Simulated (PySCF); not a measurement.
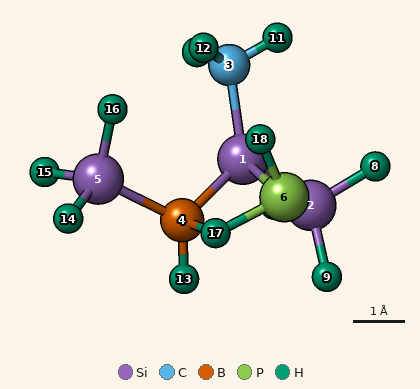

Fig. 1: The structure (ball-and-stick view, seen at a tilt; atoms are numbered from 1 in the order of the input).

## Core-level calculation of CH12BPSi3

System: CH12BPSi3.
Method: delta-SCF UKS SCAN, pcX-2 on the ionised atom, pcseg-1 elsewhere, spin-free X2C (PySCF 2.14.0).

Figures and captions count atoms from 1; the log counts them from 0 in places.

**Log**
```
ground state, core basis on atom 0 (Si), 202 functions
  cycle   1  E = -1282.34794774  |g| = 4.52e-01
  cycle   2  E = -1282.28742897  |g| = 6.06e-01
  cycle   3  E = -1282.40625952  |g| = 1.04e-01
  cycle   4  E = -1282.40967666  |g| = 4.61e-02
  cycle   5  E = -1282.41041813  |g| = 1.05e-02
  cycle   6  E = -1282.41045930  |g| = 2.91e-03
  cycle   7  E = -1282.41046051  |g| = 7.95e-04
  cycle   8  E = -1282.41046066  |g| = 3.48e-04
  E(ground) = -1282.48836886 Eh
hole in Si 2p of atom 0
  cycle   1  E = -1278.13858020  |g| = 1.25e+00
  cycle   2  E = -1277.54331938  |g| = 1.43e+00
[... 9 cycles left out ...]
  E(ion) = -1278.58335468 Eh   <S^2> = 0.7548   hole on atom = 1.002   binding energy = 106.261 eV
  2p3/2 = 105.997 eV   2p1/2 = 106.623 eV
ground state, core basis on atom 1 (Si), 202 functions
[... 6 cycles left out ...]
  E(ground) = -1282.48567711 Eh
hole in Si 2p of atom 1
[... 10 cycles left out ...]
  E(ion) = -1278.56683912 Eh   <S^2> = 0.7526   hole on atom = 1.002   binding energy = 106.637 eV
  2p3/2 = 106.425 eV   2p1/2 = 107.048 eV
ground state, core basis on atom 2 (C), 191 functions
[... 6 cycles left out ...]
  E(ground) = -1282.43549176 Eh
hole in C 1s of atom 2
[... 11 cycles left out ...]
  E(ion) = -1271.76512126 Eh   <S^2> = 0.7679   hole on atom = 1.000   binding energy = 290.356 eV
ground state, core basis on atom 3 (B), 191 functions
[... 6 cycles left out ...]
  E(ground) = -1282.42927661 Eh
hole in B 1s of atom 3
[... 11 cycles left out ...]
  E(ion) = -1275.28599597 Eh   <S^2> = 0.7886   hole on atom = 1.000   binding energy = 194.379 eV
ground state, core basis on atom 5 (P), 202 functions
[... 7 cycles left out ...]
  E(ground) = -1282.52042445 Eh
hole in P 2p of atom 5
[... 1 cycle left out ...]
  cycle   2  E = -1274.27138459  |g| = 2.12e+00
  cycle   3  E = -1276.91036927  |g| = 7.18e-01
  cycle   4  E = -1277.33910332  |g| = 2.76e-01
  cycle   5  E = -1277.36995338  |g| = 1.66e-01
  cycle   6  E = -1277.38944491  |g| = 4.27e-02
  cycle   7  E = -1277.39052140  |g| = 1.66e-02
  cycle   8  E = -1277.39069921  |g| = 5.78e-03
  cycle   9  E = -1277.39071857  |g| = 1.66e-03
  cycle  10  E = -1277.39072263  |g| = 7.40e-04
  cycle  11  E = -1277.39072307  |g| = 3.53e-04
  E(ion) = -1277.48980267 Eh   <S^2> = 0.7568   hole on atom = 1.002   binding energy = 136.890 eV
  2p3/2 = 136.502 eV   2p1/2 = 137.396 eV
```

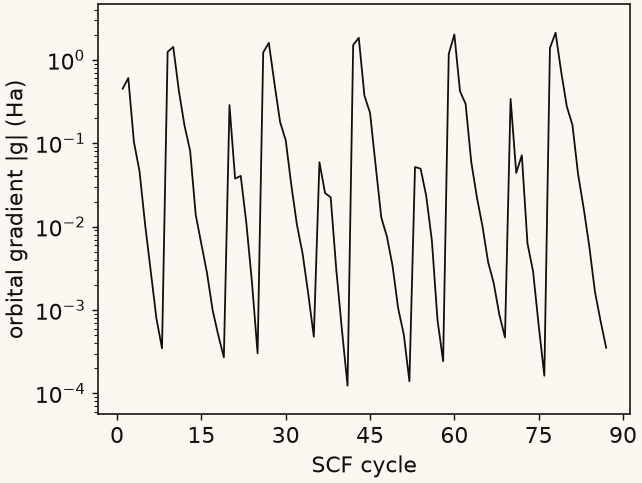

Fig. 2: Convergence of the self-consistent field: orbital gradient |g| against the SCF cycle. All cycles printed in the log are drawn one after another.

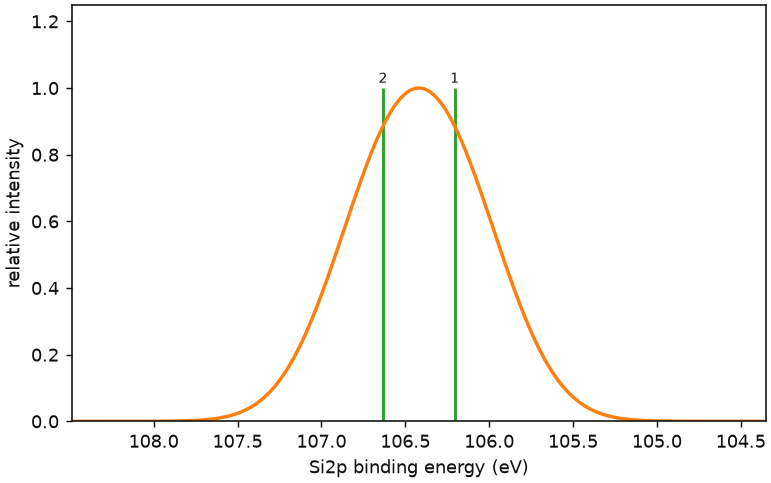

Fig. 3: Si2p binding energies by ΔSCF of the atoms computed, labelled by atom number, with a Gaussian envelope of 0.8 eV full width. They run from 106.21 eV (atom 1) to 106.63 eV (atom 2).

This output came from the following input.

**Input file**
```
{"job": {"kind": "xps", "holes": 5}, "charge": 0, "multiplicity": 1}
Si     0.093008    -0.566884     0.424146
Si    -0.795004    -2.556045     1.249852
C      1.968741    -0.441926     0.359612
B     -1.072300     0.608781    -0.649796
Si    -0.175887     1.810955    -1.986259
P     -0.897841     1.133088     1.577053
H     -0.606265    -3.671504     0.270850
H     -0.141355    -2.953964     2.536067
H     -2.257011    -2.352118     1.483037
H      2.355247    -1.117808    -0.419415
H      2.422950    -0.730900     1.318620
H      2.279154     0.582984     0.108479
H     -2.196866     0.193801    -0.818952
H     -0.989765     3.001502    -2.396982
H      0.151301     1.041527    -3.230523
H      1.117811     2.347600    -1.442466
H     -1.494024     1.666038     0.240423
H      0.219324     2.010490     1.402444
```

The first line tells a small driver script what to run in PySCF; the rest is the geometry in Å.

Run as:
```bash
OMP_NUM_THREADS=1 python <driver script> task.json out
```

**Key numbers**

| quantity | value |
| --- | --- |
| outcome | converged |
| hardware | 1 CPU thread, shared host |
| wall time | 83 s |
| peak memory | 0.74 GiB |
